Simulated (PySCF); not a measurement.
```xyz
16

C    -1.5777   -1.5478   -0.3412
C    -1.3064   -0.2704   -0.1295
C    -2.3401    0.8028    0.0269
O    -0.0429    0.2188   -0.0304
Si    1.4186   -0.4745   -0.1327
C     2.5585    1.0151    0.1814
Cl    4.2418    0.4590    0.0430
H    -2.5909   -1.8950   -0.4113
H    -0.7937   -2.2744   -0.4505
H    -2.2281    1.5386   -0.7678
H    -3.3396    0.3830   -0.0114
H    -2.1972    1.3150    0.9768
H     1.6760   -1.0274   -1.4615
H     1.6263   -1.4845    0.9044
H     2.4354    1.8150   -0.5444
H     2.4525    1.4355    1.1784
```

Geometry: GFN2-xTB.

Theory: PBE0/def2-SVPD, SCF density, gas phase (PySCF 2.14.0).

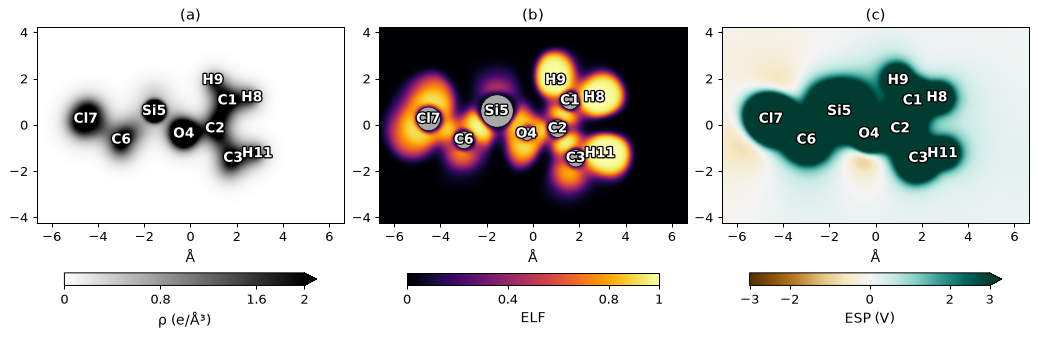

C4H9ClOSi. (a) total electron density; (b) ELF; (c) molecular electrostatic potential on the plane of atoms Si5, C6 and Cl7. Grey discs cover the atomic cores in the ELF map.

### What do the fields say about this system?

- Atoms in the plane: C, O, Si, Cl and H.
- C–C (1.32 Å): the density is about 2.3 e/Å³ at the midpoint; the ELF peaks at about 0.95 between the atoms (a short, multiple covalent bond).
- C–O (1.36 Å): ρ is about 2.3 e/Å³ halfway, with its minimum of 1.9 e/Å³ about 0.5 Å from C; the ELF peaks at about 0.90 between the atoms, as expected for a polar covalent bond.
- Si–O (1.62 Å): the density is about 1.1 e/Å³ at the midpoint; the ELF peaks at about 0.90 between the atoms; a polar covalent bond.
- C–Cl (1.78 Å): the density is about 1.3 e/Å³ at the midpoint; the ELF peaks at about 0.90 between the atoms, as expected for localised, covalent bonding.
- C–Si (1.90 Å): ρ is about 0.95 e/Å³ halfway; the ELF peaks at about 1 between the atoms: localised, covalent bonding.
- The ELF also peaks beside O4 and Cl7, away from the bonds: lone-pair regions.
- Outside the dense part of the molecule the potential is most negative (−0.9 V) near O4.
